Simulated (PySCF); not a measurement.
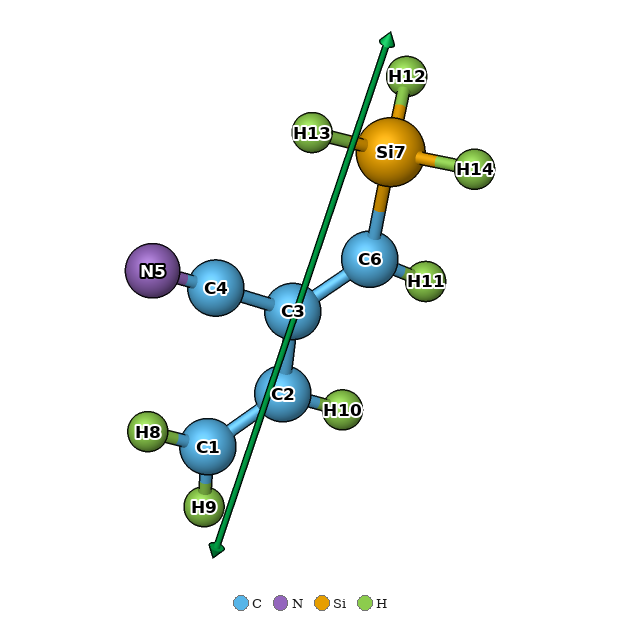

The double arrow shows the direction of the transition dipole to excited singlet state 5 (its length means nothing). The computed structure is the end point of a GFN2-xTB optimisation. No frequency run is at hand to confirm it as a minimum. Method: TDDFT CAM-B3LYP/def2-SVPD, vertical, gas phase, core orbitals frozen in the response (PySCF 2.14.0).

**How is the transition polarised?**

Nearly parallel to the C6–Si7 bond.

**Where does the transition lie, and how strong is it?**

6.82 eV (182 nm), oscillator strength 0.16, mainly HOMO → LUMO+2 (weight 0.87); transition dipole 2.50 D.

The geometry is semi-empirical. Around Si such bond lengths and angles can be off by a tenth of an ångström or more and by several degrees, and values that hang on the shape move with them.
